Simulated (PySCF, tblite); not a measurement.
# CH7Al2O5 radical, a small gas-phase stand-in for a defect centre (alumina dimer): EPR parameters

Aim: the EPR parameters of `[CH2][Al-]1([OH])[OH+][Al-]([OH])([OH])[OH+]1`. It is drawn as: carbon radical.

Programs: tblite 0.8.0 and PySCF 2.14.0. All values are calculated, for the isolated system unless a continuum is named. Atoms count from 0, parts from 1.

## (1) The system as given

15 atoms, charge 0, multiplicity 2; geometry: distance geometry start.

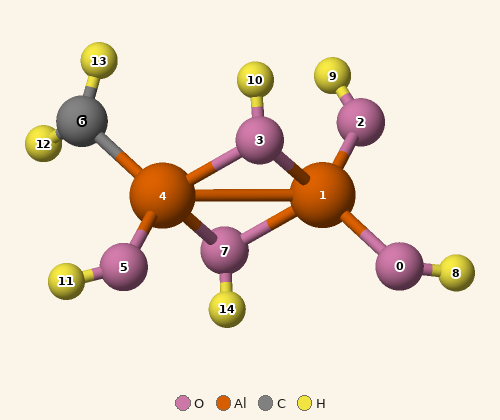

The starting geometry (oxygen pink, aluminium orange, carbon grey, hydrogen yellow), atoms numbered.

## (2) Relaxing the cluster with GFN2-xTB

The job: settings as JSON, then the geometry in Å.

```
{"job": {"kind": "relax", "xc": "GFN2-xTB", "basis": "xTB"}, "charge": 0, "multiplicity": 2}
O      0.266925    -1.714976    -1.493793
Al    -0.405290    -0.003572    -1.460532
O     -1.435417     0.495675    -2.927646
O      0.894611     1.298871    -1.043999
Al     0.034750     1.697034     0.594159
O      1.063439     1.219493     2.052489
C     -0.679864     3.482985     0.629218
O     -1.286189     0.400733     0.183683
H      0.093837    -2.399443    -2.153498
H     -1.736649     1.373539    -3.150267
H      0.929448     2.074910    -1.646882
H      1.070970     1.659312     2.916121
H     -1.536564     3.648271     1.184110
H     -0.572293     4.030923    -0.227789
H     -1.316116    -0.339821     0.793546
```

Method: GFN2-xTB geometry optimisation, gas phase.

Run with:

```bash
OMP_NUM_THREADS=1 python cluster_run.py task.json out
```

One launch serves the whole session: the jobs run in the order shown.

The log of the run:

```text
step      E/eV     max force
  0    -772.47842    3.269
  1    -773.12897    2.280
  2    -773.62918    2.750
  3    -773.76449    1.124
  4    -773.89001    0.897
  5    -774.01324    0.856
  6    -774.06368    0.687
  7    -774.11910    0.510
  8    -774.15118    0.554
  9    -774.19822    0.685
 10    -774.22773    0.513
 11    -774.24060    0.321
 12    -774.24833    0.360
 13    -774.25634    0.304
 14    -774.27957    0.605
 15    -774.29740    0.684
 16    -774.32009    0.522
 17    -774.33811    0.363
 18    -774.35660    0.343
 19    -774.37416    0.536
 20    -774.31858    2.186
 21    -774.38709    0.222
 22    -774.39198    0.173
 23    -774.40065    0.399
 24    -774.40433    0.255
 25    -774.41143    0.201
 26    -774.41472    0.140
 27    -774.41776    0.160
 28    -774.42125    0.171
 29    -774.42709    0.281
 30    -774.43231    0.238
 31    -774.43600    0.166
 32    -774.43784    0.120
 33    -774.43983    0.143
 34    -774.44327    0.169
 35    -774.44749    0.184
 36    -774.45136    0.170
 37    -774.45435    0.151
 38    -774.45639    0.105
 39    -774.45785    0.103
 40    -774.45944    0.111
 41    -774.46110    0.145
 42    -774.46268    0.154
 43    -774.46405    0.114
 44    -774.46512    0.074
 45    -774.46571    0.059
 46    -774.46629    0.051
 47    -774.46688    0.079
 48    -774.46777    0.092
 49    -774.46890    0.100
 50    -774.47002    0.075
 51    -774.47084    0.068
 52    -774.47145    0.067
 53    -774.47189    0.075
 54    -774.47230    0.084
 55    -774.47283    0.080
 56    -774.47378    0.113
 57    -774.47472    0.127
 58    -774.47560    0.135
 59    -774.47647    0.150
 60    -774.47754    0.134
 61    -774.47918    0.148
 62    -774.48028    0.133
 63    -774.48157    0.193
 64    -774.48292    0.118
 65    -774.48404    0.098
 66    -774.48522    0.149
 67    -774.48651    0.176
 68    -774.48798    0.158
 69    -774.48887    0.092
 70    -774.48955    0.071
 71    -774.49089    0.101
 72    -774.49208    0.088
 73    -774.49313    0.114
 74    -774.49409    0.124
 75    -774.49513    0.114
 76    -774.49602    0.085
 77    -774.49636    0.092
 78    -774.49667    0.045
 79    -774.49684    0.033
 80    -774.49709    0.049
 81    -774.49729    0.053
 82    -774.49756    0.056
 83    -774.49782    0.042
 84    -774.49809    0.057
 85    -774.49830    0.040
 86    -774.49845    0.031
 87    -774.49858    0.030
 88    -774.49876    0.025
 89    -774.49893    0.048
 90    -774.49910    0.050
 91    -774.49923    0.037
 92    -774.49931    0.018
 93    -774.49935    0.018
 94    -774.49942    0.017
 95    -774.49947    0.020
 96    -774.49951    0.018
 97    -774.49954    0.016
 98    -774.49960    0.024
 99    -774.49967    0.032
100    -774.49977    0.029
101    -774.49987    0.016
102    -774.49993    0.013
103    -774.49995    0.011
104    -774.49997    0.010
105    -774.49998    0.009
106    -774.50000    0.009
107    -774.50002    0.014
108    -774.50005    0.014
109    -774.50008    0.018
110    -774.50011    0.017
111    -774.50015    0.015
112    -774.50018    0.019
113    -774.50021    0.014
114    -774.50023    0.010
115    -774.50024    0.011
116    -774.50026    0.013
117    -774.50027    0.014
118    -774.50028    0.009
119    -774.50029    0.007
```

Wall time 3 s (1 thread of Arm Neoverse N1, shared host).

The steps of the relaxation:

| step | energy from step 0 (eV) | largest force (eV/Å) |
| --- | --- | --- |
| 0 | 0.0000 | 3.2684 |
| 5 | -1.5348 | 0.8561 |
| 10 | -1.7493 | 0.5129 |
| 15 | -1.8190 | 0.6840 |
| 20 | -1.8402 | 2.1864 |
| 25 | -1.9330 | 0.2010 |
| 30 | -1.9539 | 0.2391 |
| 35 | -1.9691 | 0.1839 |
| 40 | -1.9810 | 0.1108 |
| 45 | -1.9873 | 0.0593 |
| 50 | -1.9916 | 0.0754 |
| 55 | -1.9944 | 0.0800 |
| 60 | -1.9991 | 0.1335 |
| 65 | -2.0056 | 0.0984 |
| 70 | -2.0111 | 0.0707 |
| 75 | -2.0167 | 0.1142 |
| 80 | -2.0187 | 0.0491 |
| 85 | -2.0199 | 0.0409 |
| 90 | -2.0207 | 0.0509 |
| 95 | -2.0210 | 0.0193 |
| 100 | -2.0213 | 0.0290 |
| 105 | -2.0216 | 0.0088 |
| 110 | -2.0217 | 0.0165 |
| 115 | -2.0218 | 0.0114 |
| 119 | -2.0219 | 0.0068 |

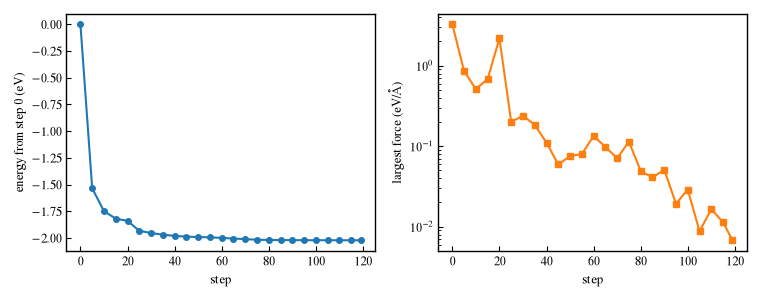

Energy and largest force along the relaxation.

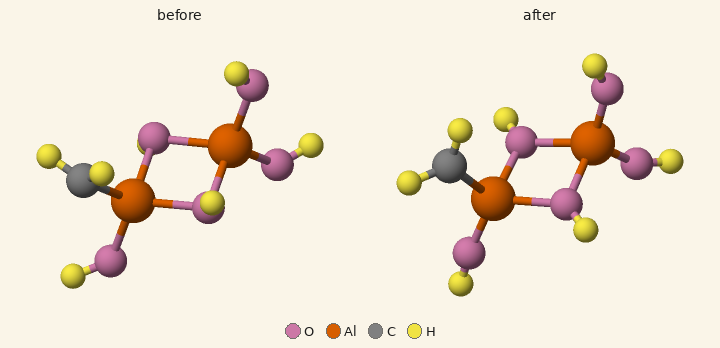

The geometry before (left) and after (right).

Distances of close pairs at the start and the end, largest changes first:

| bond | before (Å) | after (Å) | change (Å) |
| --- | --- | --- | --- |
| Al1–O2 | 1.861 | 1.657 | -0.204 |
| Al4–O5 | 1.847 | 1.644 | -0.203 |
| O0–Al1 | 1.839 | 1.648 | -0.191 |
| Al1–O7 | 1.909 | 1.827 | -0.082 |
| Al4–O7 | 1.896 | 1.832 | -0.064 |
| O3–Al4 | 1.892 | 1.832 | -0.061 |
| C6–H13 | 1.023 | 1.082 | +0.059 |
| Al1–O3 | 1.887 | 1.828 | -0.059 |

## (3) Relaxing the molecule at PBE0-D3(BJ)/def2-SVP

The job: settings as JSON, then the geometry in Å.

```
{"job": {"xc": "PBE0", "basis": "def2-SVP", "d3": "d3bj", "grid": 2, "kind": "geom", "shake": 0.01}, "charge": 0, "multiplicity": 2}
O      0.606331    -2.574870    -1.189426
Al    -0.122037    -1.064209    -1.129156
O     -1.105569    -0.525272    -2.367573
O      1.143208     0.173742    -0.562869
Al     0.300437     0.566736     1.024559
O      1.204934     0.281941     2.372788
C     -0.630013     2.262235     0.848842
O     -0.802087    -0.781827     0.532812
H      0.770454    -3.366365    -1.592891
H     -1.623314     0.184124    -2.666204
H      1.900059     0.472463    -0.971094
H      1.764932    -0.031243     3.082744
H     -0.604869     3.021972     1.616270
H     -1.277315     2.602859     0.035668
H     -1.536078    -1.247659     0.980200
```

The log of the run:

```text
step   0  E = -902.45129465  max force = 0.058902
step   1  E = -902.46519615  max force = 0.006917
step   2  E = -902.46635871  max force = 0.005104
step   3  E = -902.46792256  max force = 0.007504
step   4  E = -902.46935383  max force = 0.009409
step   5  E = -902.47005142  max force = 0.006602
step   6  E = -902.47088363  max force = 0.002960
step   7  E = -902.47105550  max force = 0.002520
step   8  E = -902.47123180  max force = 0.001300
step   9  E = -902.47125914  max force = 0.000769
step  10  E = -902.47127391  max force = 0.000460
step  11  E = -902.47130985  max force = 0.000847
step  12  E = -902.47133345  max force = 0.001349
step  13  E = -902.47137074  max force = 0.001611
step  14  E = -902.47138739  max force = 0.001035
step  15  E = -902.47139930  max force = 0.000473
step  16  E = -902.47140945  max force = 0.000627
step  17  E = -902.47142743  max force = 0.001416
step  18  E = -902.47144760  max force = 0.001832
step  19  E = -902.47146337  max force = 0.001288
step  20  E = -902.47147241  max force = 0.000333
optimisation converged
```

Run time: 13 min. Hardware: 1 thread of Arm Neoverse N1, shared host; peak memory 0.92 GiB.

Along the way:

| step | energy from step 0 (eV) | largest force component (eV/Å) |
| --- | --- | --- |
| 0 | 0.0000 | 3.0289 |
| 1 | -0.3783 | 0.3557 |
| 2 | -0.4099 | 0.2625 |
| 3 | -0.4525 | 0.3859 |
| 4 | -0.4914 | 0.4838 |
| 5 | -0.5104 | 0.3395 |
| 6 | -0.5330 | 0.1522 |
| 7 | -0.5377 | 0.1296 |
| 8 | -0.5425 | 0.0668 |
| 9 | -0.5433 | 0.0395 |
| 10 | -0.5437 | 0.0237 |
| 11 | -0.5446 | 0.0436 |
| 12 | -0.5453 | 0.0694 |
| 13 | -0.5463 | 0.0828 |
| 14 | -0.5468 | 0.0532 |
| 15 | -0.5471 | 0.0243 |
| 16 | -0.5474 | 0.0322 |
| 17 | -0.5478 | 0.0728 |
| 18 | -0.5484 | 0.0942 |
| 19 | -0.5488 | 0.0662 |
| 20 | -0.5491 | 0.0171 |

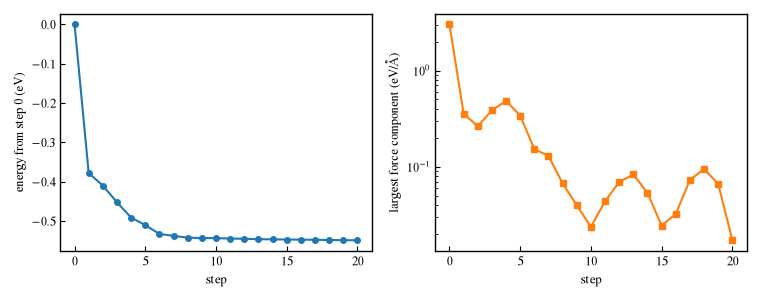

Energy and largest force along the relaxation.

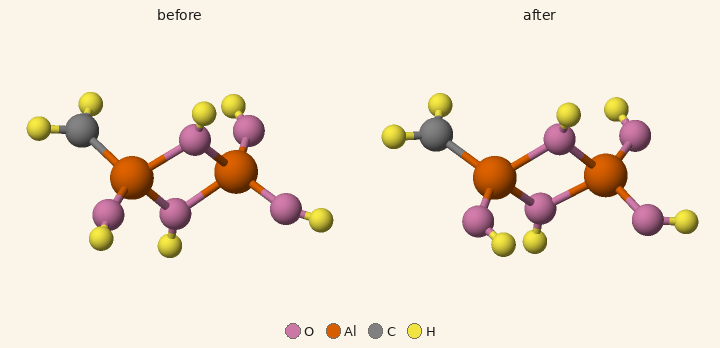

The geometry before (left) and after (right).

Close pairs (by a distance rule), those that changed most:

| bond | before (Å) | after (Å) | change (Å) |
| --- | --- | --- | --- |
| Al1–Al4 | 2.734 | 2.850 | +0.116 |
| Al4–O5 | 1.648 | 1.711 | +0.063 |
| Al4–O7 | 1.810 | 1.867 | +0.057 |
| O0–H8 | 0.903 | 0.958 | +0.054 |
| O3–H10 | 0.910 | 0.959 | +0.048 |
| Al1–O2 | 1.671 | 1.708 | +0.038 |
| O0–Al1 | 1.678 | 1.709 | +0.031 |
| O2–H9 | 0.928 | 0.957 | +0.029 |

The final coordinates are the input of the step that follows.

| at the end point | value |
| --- | --- |
| rotational constants (GHz, main isotopes) | 2.411, 0.955, 0.801 |
| dipole moment (D) | 1.20 |
| ⟨S²⟩ | 0.754 |

## (4) EPR parameters: B3LYP/IGLO-III+pcH-1

The job: settings as JSON, then the geometry in Å.

```
{"job": {"kind": "epr"}, "charge": 0, "multiplicity": 2}
O      0.666304    -2.621833    -0.914401
Al    -0.090543    -1.106499    -1.139117
O     -0.916380    -0.876621    -2.616867
O      0.988045     0.291617    -0.605892
Al     0.213806     0.703693     1.041277
O      1.139088     0.183777     2.383479
C     -0.536264     2.472044     1.153189
O     -0.969916    -0.588230     0.395597
H      0.651715    -3.295943    -1.594560
H     -1.386602    -0.081952    -2.868083
H      1.841144     0.557777    -0.952881
H      1.580393    -0.663419     2.451582
H     -0.391177     3.135500     2.016295
H     -1.163856     2.938817     0.381546
H     -1.637456    -1.074118     0.883403
```

Level: UKS B3LYP, IGLO-III on Al C O, pcH-1 on H, non-relativistic, mean-field spin-orbit, GIAO.

The log of the run:

```text
UKS, coarse grid
  cycle   1  E = -903.35238103  |g| = 1.25e+00
  cycle   2  E = -902.20985463  |g| = 2.13e+00
  cycle   3  E = -903.87698679  |g| = 1.81e-01
  cycle   4  E = -903.88537105  |g| = 1.15e-01
  cycle   5  E = -903.88971973  |g| = 1.83e-02
  cycle   6  E = -903.88984315  |g| = 5.58e-03
  cycle   7  E = -903.88985794  |g| = 1.50e-03
  cycle   8  E = -903.88985758  |g| = 9.04e-04
UKS, final grid
  cycle   1  E = -903.88995826  |g| = 1.56e-03
  cycle   2  E = -903.88995658  |g| = 2.75e-03
  cycle   3  E = -903.88995910  |g| = 6.99e-05
  cycle   4  E = -903.88995910  |g| = 3.92e-05
  cycle   5  E = -903.88995910  |g| = 1.64e-05
E = -903.88995910 Eh   <S^2> = 0.7532 (exact 0.7500)
g shifts (ppm)      1          2          3
  rmc          -122       -122       -122
  gc              5         28         31
  oz_so          74        465        783
  total         -42        371        692
hyperfine (MHz)  atom isotope    a_iso     a_fc   dipolar eigenvalues
    0   17O       0.08       0.08     -0.10     -0.04      0.14
    1  27Al      -0.74      -0.74     -0.41      0.06      0.35
    2   17O       0.01       0.01     -0.12      0.03      0.10
    3   17O      -3.21      -3.21     -2.16      1.01      1.15
    4  27Al     -62.75     -62.75     -4.06     -3.41      7.47
    5   17O       1.67       1.67     -2.49      0.87      1.62
    6   13C      66.06      66.22    -72.11    -71.73    143.84
    7   17O      -3.47      -3.47     -2.17      1.02      1.16
    8    1H      -0.06      -0.06     -0.33     -0.29      0.62
    9    1H      -0.01      -0.01     -0.66     -0.63      1.29
   10    1H      -0.46      -0.47     -2.03     -1.42      3.45
   11    1H      -1.50      -1.50     -1.76     -1.22      2.98
   12    1H     -54.41     -54.42    -35.27     -0.26     35.53
   13    1H     -54.25     -54.26    -35.32     -0.29     35.61
   14    1H      -0.49      -0.49     -2.01     -1.41      3.42
```

Wall time 3.9 min (1 thread of Arm Neoverse N1, shared host); peak memory 1.5 GiB.

Principal g values 2.00228, 2.00269, 2.00301; g(iso) = 2.00266, against 2.00232 for a free electron.

Hyperfine couplings; where a row names several nuclei, a(iso) is their mean (it holds for fast rotation or exchange) and the dipolar term the largest among them:

| nuclei | isotope | a(iso) (MHz) | a(iso) (G, at g = 2.0023) | largest dipolar term (MHz) |
| --- | --- | --- | --- | --- |
| C6 | 13C | 66.1 | 23.6 | 143.8 |
| Al4 | 27Al | -62.8 | -22.4 | 7.5 |
| H12 | 1H | -54.4 | -19.4 | 35.5 |
| H13 | 1H | -54.3 | -19.4 | 35.6 |
| O3, O7 | 17O | -3.3 | -1.2 | -2.2 |
| O5 | 17O | 1.7 | 0.6 | -2.5 |
| H11 | 1H | -1.5 | -0.5 | 3.0 |
| Al1 | 27Al | -0.7 | -0.3 | -0.4 |
| H14 | 1H | -0.5 | -0.2 | 3.4 |
| H10 | 1H | -0.5 | -0.2 | 3.5 |
| O0 | 17O | 0.1 | 0.0 | 0.1 |
| H8 | 1H | -0.1 | 0.0 | 0.6 |
| H9 | 1H | 0.0 | 0.0 | 1.3 |
| O2 | 17O | 0.0 | 0.0 | -0.1 |

Mulliken spin populations:

O0 0.00; Al1 0.00; O2 0.00; O3 0.00; Al4 0.03; O5 0.01; C6 1.05; O7 0.00; H8 0.00; H9 0.00; H10 0.00; H11 0.00; H12 -0.05; H13 -0.05; H14 0.00

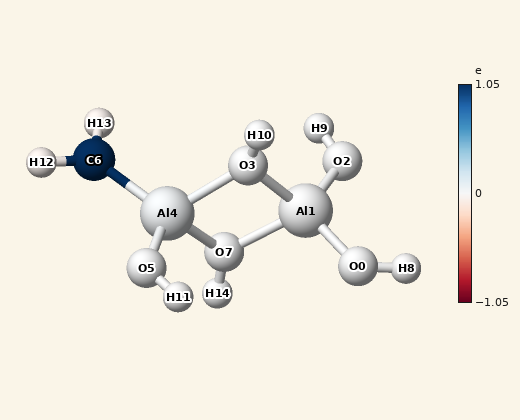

Mulliken spin populations, as colours on the atoms.

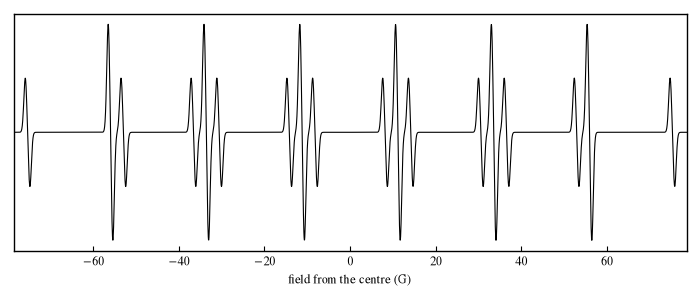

First-order isotropic spectrum (first derivative, main isotopes with spin only, couplings over 0.8 MHz, Gaussian width 0.4 G; couplings of the frozen geometry, rotation of groups not averaged beyond the rows shown).

## (5) g tensor and hyperfine couplings: BHandHLYP/IGLO-III+pcH-1

The job, as its differences from that of step 4:

```diff
@@ -1,2 +1,2 @@
-{"job": {"kind": "epr"}, "charge": 0, "multiplicity": 2}
+{"job": {"kind": "epr", "xc": "BHandHLYP"}, "charge": 0, "multiplicity": 2}
 O      0.666304    -2.621833    -0.914401
```

With the program's defaults for keys left out, this is: UKS BHandHLYP, IGLO-III on Al C O, pcH-1 on H, non-relativistic, mean-field spin-orbit, GIAO.

The log of the run:

```text
UKS, coarse grid
  cycle   1  E = -903.27835481  |g| = 1.02e+00
  cycle   2  E = -903.14204594  |g| = 1.21e+00
  cycle   3  E = -903.63791281  |g| = 6.46e-02
  cycle   4  E = -903.63897241  |g| = 4.23e-02
  cycle   5  E = -903.63956768  |g| = 6.99e-03
  cycle   6  E = -903.63959085  |g| = 1.98e-03
  cycle   7  E = -903.63959474  |g| = 1.07e-03
  cycle   8  E = -903.63959548  |g| = 4.02e-04
UKS, final grid
  cycle   1  E = -903.63965715  |g| = 3.92e-04
  cycle   2  E = -903.63965717  |g| = 4.49e-04
  cycle   3  E = -903.63965724  |g| = 6.48e-05
  cycle   4  E = -903.63965724  |g| = 2.87e-05
E = -903.63965724 Eh   <S^2> = 0.7542 (exact 0.7500)
g shifts (ppm)      1          2          3
  rmc          -120       -120       -120
  gc              4         27         30
  oz_so          77        453        712
  total         -39        359        622
hyperfine (MHz)  atom isotope    a_iso     a_fc   dipolar eigenvalues
    0   17O       0.06       0.06     -0.07     -0.04      0.11
    1  27Al      -0.67      -0.67     -0.38      0.00      0.38
    2   17O       0.00       0.00     -0.13      0.04      0.09
    3   17O      -3.13      -3.13     -1.95      0.92      1.03
    4  27Al     -71.05     -71.06     -4.47     -3.08      7.55
    5   17O       1.58       1.59     -1.86      0.56      1.30
    6   13C      83.65      83.81    -71.04    -70.39    141.43
    7   17O      -3.35      -3.35     -1.96      0.92      1.04
    8    1H      -0.05      -0.05     -0.31     -0.29      0.60
    9    1H      -0.00      -0.01     -0.67     -0.63      1.30
   10    1H      -0.49      -0.49     -1.99     -1.44      3.43
   11    1H      -1.53      -1.53     -1.63     -1.20      2.83
   12    1H     -61.88     -61.89    -35.87     -0.19     36.05
   13    1H     -61.47     -61.48    -35.91     -0.23     36.14
   14    1H      -0.52      -0.52     -1.97     -1.43      3.40
```

Run time: 4.1 min. Hardware: 1 thread of Arm Neoverse N1, shared host; peak memory 1.4 GiB.

In short: g(iso) 2.00263.

## (6) Side by side: EPR parameters

g, ⟨S²⟩ and isotropic hyperfine couplings (MHz), with basis size and wall time:

| run | g(iso) | ⟨S²⟩ | 13C C6 | 27Al Al4 | 1H H12 | 1H H13 | 17O O3 (mean) | functions | time |
| --- | --- | --- | --- | --- | --- | --- | --- | --- | --- |
| B3LYP/IGLO-III+pcH-1 | 2.00266 | 0.753 | 66.1 | -62.8 | -54.4 | -54.3 | -3.3 | 368 | 3.9 min |
| BHandHLYP/IGLO-III+pcH-1 | 2.00263 | 0.754 | 83.6 | -71.1 | -61.9 | -61.5 | -3.2 | 368 | 4.1 min |

## (7) Summary of results

| quantity | value |
| --- | --- |
| rotational constants (main isotopes) | 2.41, 0.95, 0.80 GHz |
| g(iso) (B3LYP) | 2.00266 |
| ⟨S²⟩ | 0.753 (exact 0.75) |
| largest a(iso) (averaged by class) | 13C on C6, 66.1 MHz |

What this shows: The start of the PBE0/def2-SVP relaxation was shaken at random by about 0.01 Å, so part of the energy gained, and of the first lengths quoted, undoes that. Relaxing lowered the energy by 0.549 eV in 20 steps; the close pair that moved most is Al1–Al4, from 2.734 to 2.850 Å (PBE0/def2-SVP). C6 carries the largest spin population, 1.05 e. The isotropic g lies 0.3 ppt above the free-electron value. The coupling of 13C on C6 runs from 66.1 (B3LYP/IGLO-III+pcH-1) to 83.6 MHz (BHandHLYP/IGLO-III+pcH-1). A capped cluster stands for the solid here, so long-range fields and strain are missing, and bands or shifts of the capping hydrogens have no counterpart in it.
